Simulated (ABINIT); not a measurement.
# H2Pb (P-3m1): from the cell to the phonon bands, part 4 of 6

How does H2Pb (P-3m1) vibrate, and is this structure a minimum?

ABINIT 10.8.3; DFT LDA, scalar-relativistic, plane waves, HGH norm-conserving pseudopotentials.

So far. Step 6 (Self-consistent run for the response): The cell stands at -0.48 GPa: the relaxation ran with a smoothed and higher cutoff, and the difference is a stress of the finite basis. Step 7 (Zone-centre response): The acoustic modes at Γ come out as far as 0.3 cm⁻¹ from zero, where they should vanish, a small numerical error. The lowest optical mode is imaginary, 228i cm⁻¹, an instability at this level and on this k mesh. The relaxed cell has a = 3.622, c = 3.344 Å (conventional setting).

The structure was built from a prototype and need not be the compound's stable phase.

### 8. Modes with the sum rule

anaddb reads the merged derivatives and imposes the acoustic sum rule.

Contents of anaddb.abi:

```
ddb_filepath "gamma_DDB"
output_file "anaddb.abo"
outdata_prefix "anaddb"
asr 1
chneut 1
enunit 2
eivec 1
nph1l 1
qph1l 0.0 0.0 0.0 1.0
```

Contents of mrgddb.in:

```
gamma_DDB
merged
2
dfpt_gammao_DDB
gso_DDB
```

Run with:

```
$ mrgddb < mrgddb.in > mrgddb.log
$ OMP_NUM_THREADS=1 anaddb anaddb.abi > anaddb.log
```

anaddb.abo, the main output file:

```text
-outvars_anaddb: echo values of input variables ----------------------

 Miscellaneous information :
      enunit         2
       eivec         1
         asr         1
 First list of wavevector (reduced coord.) :
       nph1l         1
       qph1l
                     0.00000000E+00  0.00000000E+00  0.00000000E+00    1.000E+00

================================================================================

 read the DDB information and perform some checks

  ==== Info on the Cryst% object ====
 Real(R)+Recip(G) space primitive vectors, cartesian coordinates (Bohr,Bohr^-1):
 R(1)=  6.8452844  0.0000000  0.0000000  G(1)=  0.1460860  0.0843428  0.0000000
 R(2)= -3.4226422  5.9281902  0.0000000  G(2)=  0.0000000  0.1686855  0.0000000
 R(3)=  0.0000000  0.0000000  6.3189968  G(3)=  0.0000000  0.0000000  0.1582530
 Unit cell volume ucvol=  2.5642582E+02 bohr^3
 Angles (23,13,12)=  9.00000000E+01  9.00000000E+01  1.20000000E+02 degrees
 Time-reversal symmetry is present
 Reduced atomic positions [iatom, xred, symbol]:
    1)    0.0000000  0.0000000  0.0000000  Pb
    2)    0.3333333  0.6666667  0.2401526   H
    3)    0.6666667  0.3333333  0.7598474   H

 DDB file with 3 blocks has been read.

================================================================================

 Treat the first list of vectors

  Phonon wavevector (reduced coordinates) :  0.00000  0.00000  0.00000
 Phonon energies in Hartree :
  -1.039937E-03 -1.039937E-03  0.000000E+00  0.000000E+00  0.000000E+00
   2.010772E-03  3.634923E-03  3.713588E-03  3.713588E-03
 Phonon energies in meV     :
- -2.829812E+01 -2.829812E+01  0.000000E+00  0.000000E+00  0.000000E+00
-  5.471591E+01  9.891129E+01  1.010519E+02  1.010519E+02
 Phonon frequencies in cm-1    :
- -2.282397E+02 -2.282397E+02  0.000000E+00  0.000000E+00  0.000000E+00
-  4.413135E+02  7.977734E+02  8.150384E+02  8.150384E+02
 Phonon frequencies in Thz     :
- -6.842454E+00 -6.842454E+00  0.000000E+00  0.000000E+00  0.000000E+00
-  1.323025E+01  2.391664E+01  2.443424E+01  2.443424E+01
 Phonon energies in Kelvin  :
- -3.283860E+02 -3.283860E+02  0.000000E+00  0.000000E+00  0.000000E+00
-  6.349517E+02  1.147818E+03  1.172658E+03  1.172658E+03

 Eigendisplacements
 (will be given, for each mode : in cartesian coordinates
   for each atom the real part of the displacement vector,
   then the imaginary part of the displacement vector - absolute values smaller than 1.0d-7 are set to zero)
  Mode number    1   Energy   -1.039937E-03
 Attention : low frequency mode.
   (Could be unstable or acoustic mode)
-  1  6.60834656E-05  1.45412240E-04  0.00000000E+00
-     0.00000000E+00  0.00000000E+00  0.00000000E+00
-  2 -6.79215837E-03 -1.49456896E-02  0.00000000E+00
-     0.00000000E+00  0.00000000E+00  0.00000000E+00
-  3 -6.79215837E-03 -1.49456896E-02  0.00000000E+00
-     0.00000000E+00  0.00000000E+00  0.00000000E+00
  Mode number    2   Energy   -1.039937E-03
 Attention : low frequency mode.
   (Could be unstable or acoustic mode)
-  1  1.45412240E-04 -6.60834656E-05  0.00000000E+00
-     0.00000000E+00  0.00000000E+00  0.00000000E+00
-  2 -1.49456896E-02  6.79215837E-03  0.00000000E+00
-     0.00000000E+00  0.00000000E+00  0.00000000E+00
-  3 -1.49456896E-02  6.79215837E-03  0.00000000E+00
-     0.00000000E+00  0.00000000E+00  0.00000000E+00
  Mode number    3   Energy    0.000000E+00
 Attention : low frequency mode.
   (Could be unstable or acoustic mode)
-  1  0.00000000E+00  0.00000000E+00 -1.61928251E-03
-     0.00000000E+00  0.00000000E+00  0.00000000E+00
-  2  0.00000000E+00  0.00000000E+00 -1.61928257E-03
-     0.00000000E+00  0.00000000E+00  0.00000000E+00
-  3  0.00000000E+00  0.00000000E+00 -1.61928257E-03
-     0.00000000E+00  0.00000000E+00  0.00000000E+00
  Mode number    4   Energy    0.000000E+00
 Attention : low frequency mode.
   (Could be unstable or acoustic mode)
-  1  0.00000000E+00 -1.61928215E-03  0.00000000E+00
-     0.00000000E+00  0.00000000E+00  0.00000000E+00
-  2  0.00000000E+00 -1.61931974E-03  0.00000000E+00
-     0.00000000E+00  0.00000000E+00  0.00000000E+00
-  3  0.00000000E+00 -1.61931974E-03  0.00000000E+00
-     0.00000000E+00  0.00000000E+00  0.00000000E+00
  Mode number    5   Energy    0.000000E+00
 Attention : low frequency mode.
   (Could be unstable or acoustic mode)
-  1  1.61928215E-03  0.00000000E+00  0.00000000E+00
-     0.00000000E+00  0.00000000E+00  0.00000000E+00
-  2  1.61931974E-03  0.00000000E+00  0.00000000E+00
-     0.00000000E+00  0.00000000E+00  0.00000000E+00
-  3  1.61931974E-03  0.00000000E+00  0.00000000E+00
-     0.00000000E+00  0.00000000E+00  0.00000000E+00
  Mode number    6   Energy    2.010772E-03
;  1  0.00000000E+00  0.00000000E+00  1.59720295E-04
;     0.00000000E+00  0.00000000E+00  0.00000000E+00
;  2  0.00000000E+00  0.00000000E+00 -1.64166736E-02
;     0.00000000E+00  0.00000000E+00  0.00000000E+00
;  3  0.00000000E+00  0.00000000E+00 -1.64166736E-02
;     0.00000000E+00  0.00000000E+00  0.00000000E+00
  Mode number    7   Energy    3.634923E-03
;  1  0.00000000E+00  0.00000000E+00  0.00000000E+00
;     0.00000000E+00  0.00000000E+00  0.00000000E+00
;  2  0.00000000E+00  0.00000000E+00  1.64963405E-02
;     0.00000000E+00  0.00000000E+00  0.00000000E+00
;  3  0.00000000E+00  0.00000000E+00 -1.64963405E-02
;     0.00000000E+00  0.00000000E+00  0.00000000E+00
  Mode number    8   Energy    3.713588E-03
-  1  0.00000000E+00  0.00000000E+00  0.00000000E+00
-     0.00000000E+00  0.00000000E+00  0.00000000E+00
-  2  1.49474299E-02 -6.97879565E-03  0.00000000E+00
-     0.00000000E+00  0.00000000E+00  0.00000000E+00
-  3 -1.49474299E-02  6.97879565E-03  0.00000000E+00
-     0.00000000E+00  0.00000000E+00  0.00000000E+00
  Mode number    9   Energy    3.713588E-03
-  1  0.00000000E+00  0.00000000E+00  0.00000000E+00
-     0.00000000E+00  0.00000000E+00  0.00000000E+00
-  2  6.97879565E-03  1.49474299E-02  0.00000000E+00
-     0.00000000E+00  0.00000000E+00  0.00000000E+00
-  3 -6.97879565E-03 -1.49474299E-02  0.00000000E+00
-     0.00000000E+00  0.00000000E+00  0.00000000E+00

 Analysis of degeneracies and characters (maximum tolerance=1.00E-06 a.u.)
 For each vibration mode, or group of modes if degenerate,
 the characters are given for each symmetry operation (see the list in the log file).
 Symmetry characters of vibration mode #   1
        degenerate with vibration mode #   2
  2.0 -2.0  0.0 -0.0 -1.0  1.0  0.0  0.0 -1.0  1.0 -0.0  0.0
 Symmetry characters of vibration mode #   3
       degenerate with vibration modes #   4 to    5
  3.0 -3.0  1.0 -1.0  0.0  0.0  1.0 -1.0  0.0  0.0  1.0 -1.0
 Symmetry characters of vibration mode #   6
  1.0 -1.0  1.0 -1.0  1.0 -1.0  1.0 -1.0  1.0 -1.0  1.0 -1.0
 Symmetry characters of vibration mode #   7
  1.0  1.0  1.0  1.0  1.0  1.0  1.0  1.0  1.0  1.0  1.0  1.0
 Symmetry characters of vibration mode #   8
        degenerate with vibration mode #   9
  2.0  2.0 -0.0 -0.0 -1.0 -1.0  0.0  0.0 -1.0 -1.0  0.0  0.0
-
```

Elapsed: 0.52 s, on 1 thread of Arm Neoverse V1, shared host.

This step gave:

| Property | Result |
| --- | --- |
| lowest optical zone-centre mode | -228.2 cm⁻¹ |

No LO-TO term; unit eigenvectors of the mass-weighted matrix, from anaddb's displacements. The modes at Γ (shares of kinetic energy by element, %) (negative means imaginary):

```
mode  frequency (cm⁻¹)  Pb %  H %
   1            -228.2     1   99
   2            -228.2     1   99
   3               0.0    99    1
   4               0.0    99    1
   5               0.0    99    1
   6             441.3     1   99
   7             797.8     0  100
   8             815.0     0  100
   9             815.0     0  100
```

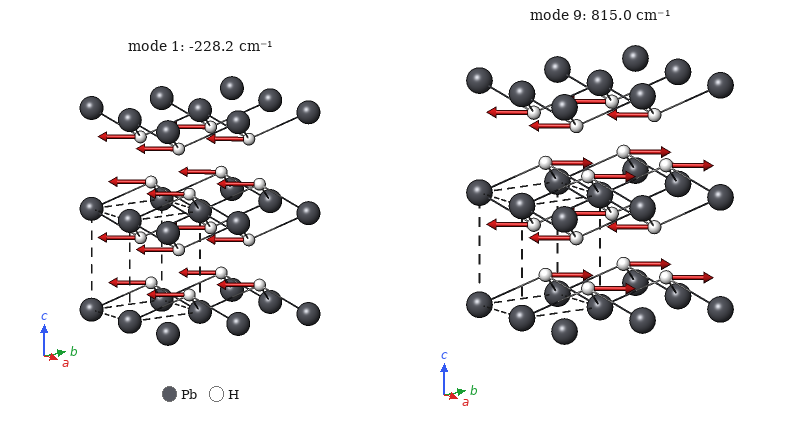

Displacement patterns of modes 1 and 9 at Γ; arrows are exaggerated. Bonds to atoms that aren't drawn are left out. 2×2×2 cells are drawn. Some periodic images of atoms are drawn too.

The rule moves no optical mode by more than 0.1 cm⁻¹.

### 9. Sum rules set otherwise (asr 0)

Without the rule the raw error of the acoustic modes shows.

anaddb.abi, as its differences from that of step 8:

```diff
@@ -3,4 +3,4 @@
 outdata_prefix "anaddb"
-asr 1
-chneut 1
+asr 0
+chneut 0
 enunit 2
```

mrgddb.in is that of step 8.

anaddb.abo, the main output file:

```text
-outvars_anaddb: echo values of input variables ----------------------

 Miscellaneous information :
      enunit         2
       eivec         1
      chneut         0
 First list of wavevector (reduced coord.) :
       nph1l         1
       qph1l
                     0.00000000E+00  0.00000000E+00  0.00000000E+00    1.000E+00

================================================================================

 read the DDB information and perform some checks

  ==== Info on the Cryst% object ====
 Real(R)+Recip(G) space primitive vectors, cartesian coordinates (Bohr,Bohr^-1):
 R(1)=  6.8452844  0.0000000  0.0000000  G(1)=  0.1460860  0.0843428  0.0000000
 R(2)= -3.4226422  5.9281902  0.0000000  G(2)=  0.0000000  0.1686855  0.0000000
 R(3)=  0.0000000  0.0000000  6.3189968  G(3)=  0.0000000  0.0000000  0.1582530
 Unit cell volume ucvol=  2.5642582E+02 bohr^3
 Angles (23,13,12)=  9.00000000E+01  9.00000000E+01  1.20000000E+02 degrees
 Time-reversal symmetry is present
 Reduced atomic positions [iatom, xred, symbol]:
    1)    0.0000000  0.0000000  0.0000000  Pb
    2)    0.3333333  0.6666667  0.2401526   H
    3)    0.6666667  0.3333333  0.7598474   H

 DDB file with 3 blocks has been read.

================================================================================

 Treat the first list of vectors

  Phonon wavevector (reduced coordinates) :  0.00000  0.00000  0.00000
 Phonon energies in Hartree :
  -1.040059E-03 -1.040059E-03 -1.325786E-06 -1.325783E-06  1.495438E-06
   2.010807E-03  3.634942E-03  3.713553E-03  3.713553E-03
 Phonon energies in meV     :
- -2.830146E+01 -2.830146E+01 -3.607648E-02 -3.607639E-02  4.069294E-02
-  5.471684E+01  9.891181E+01  1.010509E+02  1.010509E+02
 Phonon frequencies in cm-1    :
- -2.282666E+02 -2.282666E+02 -2.909764E-01 -2.909757E-01  3.282107E-01
-  4.413211E+02  7.977776E+02  8.150308E+02  8.150308E+02
 Phonon frequencies in Thz     :
- -6.843262E+00 -6.843262E+00 -8.723253E-03 -8.723233E-03  9.839510E-03
-  1.323047E+01  2.391677E+01  2.443401E+01  2.443401E+01
 Phonon energies in Kelvin  :
- -3.284248E+02 -3.284248E+02 -4.186501E-01 -4.186491E-01  4.722220E-01
-  6.349626E+02  1.147824E+03  1.172647E+03  1.172647E+03

 Eigendisplacements
 (will be given, for each mode : in cartesian coordinates
   for each atom the real part of the displacement vector,
   then the imaginary part of the displacement vector - absolute values smaller than 1.0d-7 are set to zero)
  Mode number    1   Energy   -1.040059E-03
 Attention : low frequency mode.
   (Could be unstable or acoustic mode)
-  1  6.60684045E-05  1.45377559E-04  0.00000000E+00
-     0.00000000E+00  0.00000000E+00  0.00000000E+00
-  2 -6.79223362E-03 -1.49456969E-02  0.00000000E+00
-     0.00000000E+00  0.00000000E+00  0.00000000E+00
-  3 -6.79223362E-03 -1.49456969E-02  0.00000000E+00
-     0.00000000E+00  0.00000000E+00  0.00000000E+00
  Mode number    2   Energy   -1.040059E-03
 Attention : low frequency mode.
   (Could be unstable or acoustic mode)
-  1  1.45377559E-04 -6.60684045E-05  0.00000000E+00
-     0.00000000E+00  0.00000000E+00  0.00000000E+00
-  2 -1.49456969E-02  6.79223362E-03  0.00000000E+00
-     0.00000000E+00  0.00000000E+00  0.00000000E+00
-  3 -1.49456969E-02  6.79223362E-03  0.00000000E+00
-     0.00000000E+00  0.00000000E+00  0.00000000E+00
  Mode number    3   Energy   -1.325786E-06
 Attention : low frequency mode.
   (Could be unstable or acoustic mode)
-  1  0.00000000E+00  1.61928588E-03  0.00000000E+00
-     0.00000000E+00  0.00000000E+00  0.00000000E+00
-  2  0.00000000E+00  1.61893647E-03  0.00000000E+00
-     0.00000000E+00  0.00000000E+00  0.00000000E+00
-  3  0.00000000E+00  1.61893647E-03  0.00000000E+00
-     0.00000000E+00  0.00000000E+00  0.00000000E+00
  Mode number    4   Energy   -1.325783E-06
 Attention : low frequency mode.
   (Could be unstable or acoustic mode)
-  1  1.61928588E-03  0.00000000E+00  0.00000000E+00
-     0.00000000E+00  0.00000000E+00  0.00000000E+00
-  2  1.61893647E-03  0.00000000E+00  0.00000000E+00
-     0.00000000E+00  0.00000000E+00  0.00000000E+00
-  3  1.61893647E-03  0.00000000E+00  0.00000000E+00
-     0.00000000E+00  0.00000000E+00  0.00000000E+00
  Mode number    5   Energy    1.495438E-06
 Attention : low frequency mode.
   (Could be unstable or acoustic mode)
;  1  0.00000000E+00  0.00000000E+00  1.61928305E-03
;     0.00000000E+00  0.00000000E+00  0.00000000E+00
;  2  0.00000000E+00  0.00000000E+00  1.61922768E-03
;     0.00000000E+00  0.00000000E+00  0.00000000E+00
;  3  0.00000000E+00  0.00000000E+00  1.61922768E-03
;     0.00000000E+00  0.00000000E+00  0.00000000E+00
  Mode number    6   Energy    2.010807E-03
;  1  0.00000000E+00  0.00000000E+00  1.59714881E-04
;     0.00000000E+00  0.00000000E+00  0.00000000E+00
;  2  0.00000000E+00  0.00000000E+00 -1.64166790E-02
;     0.00000000E+00  0.00000000E+00  0.00000000E+00
;  3  0.00000000E+00  0.00000000E+00 -1.64166790E-02
;     0.00000000E+00  0.00000000E+00  0.00000000E+00
  Mode number    7   Energy    3.634942E-03
;  1  0.00000000E+00  0.00000000E+00  0.00000000E+00
;     0.00000000E+00  0.00000000E+00  0.00000000E+00
;  2  0.00000000E+00  0.00000000E+00  1.64963405E-02
;     0.00000000E+00  0.00000000E+00  0.00000000E+00
;  3  0.00000000E+00  0.00000000E+00 -1.64963405E-02
;     0.00000000E+00  0.00000000E+00  0.00000000E+00
  Mode number    8   Energy    3.713553E-03
-  1  0.00000000E+00  0.00000000E+00  0.00000000E+00
-     0.00000000E+00  0.00000000E+00  0.00000000E+00
-  2  1.49474299E-02 -6.97879561E-03  0.00000000E+00
-     0.00000000E+00  0.00000000E+00  0.00000000E+00
-  3 -1.49474299E-02  6.97879561E-03  0.00000000E+00
-     0.00000000E+00  0.00000000E+00  0.00000000E+00
  Mode number    9   Energy    3.713553E-03
-  1  0.00000000E+00  0.00000000E+00  0.00000000E+00
-     0.00000000E+00  0.00000000E+00  0.00000000E+00
-  2  6.97879561E-03  1.49474299E-02  0.00000000E+00
-     0.00000000E+00  0.00000000E+00  0.00000000E+00
-  3 -6.97879561E-03 -1.49474299E-02  0.00000000E+00
-     0.00000000E+00  0.00000000E+00  0.00000000E+00

 Analysis of degeneracies and characters (maximum tolerance=1.00E-06 a.u.)
 For each vibration mode, or group of modes if degenerate,
 the characters are given for each symmetry operation (see the list in the log file).
 Symmetry characters of vibration mode #   1
        degenerate with vibration mode #   2
  2.0 -2.0  0.0 -0.0 -1.0  1.0 -0.0  0.0 -1.0  1.0  0.0 -0.0
 Symmetry characters of vibration mode #   3
        degenerate with vibration mode #   4
  2.0 -2.0  0.0 -0.0 -1.0  1.0 -0.0  0.0 -1.0  1.0 -0.0  0.0
 Symmetry characters of vibration mode #   5
  1.0 -1.0  1.0 -1.0  1.0 -1.0  1.0 -1.0  1.0 -1.0  1.0 -1.0
 Symmetry characters of vibration mode #   6
  1.0 -1.0  1.0 -1.0  1.0 -1.0  1.0 -1.0  1.0 -1.0  1.0 -1.0
 Symmetry characters of vibration mode #   7
  1.0  1.0  1.0  1.0  1.0  1.0  1.0  1.0  1.0  1.0  1.0  1.0
 Symmetry characters of vibration mode #   8
        degenerate with vibration mode #   9
  2.0  2.0  0.0  0.0 -1.0 -1.0  0.0  0.0 -1.0 -1.0 -0.0 -0.0
-
```

Run time: 0.51 s. Hardware: 1 thread.

Numbers from this step:

| Quantity | Value |
| --- | --- |
| lowest optical zone-centre mode | -228.3 cm⁻¹ |

Zone-centre frequencies as printed; negative means imaginary. Modes:

```
mode  frequency (cm⁻¹)
   1            -228.3
   2            -228.3
   3             -0.29
   4             -0.29
   5              0.33
   6             441.3
   7             797.8
   8               815
   9               815
```

(Part 4 of 6 ends here.)

[Host names and launcher messages were left out of these logs when they were recorded.]

[Logs are printed without paths, hosts, clocks, repeated set-up lines and the standing remarks that a program may print on its own settings, such as how far it seeks lower states.]

[Hosts, paths, dates, database ids (printed as entryN), source tags and the programs' standing remarks are cut or masked in the printed files.]
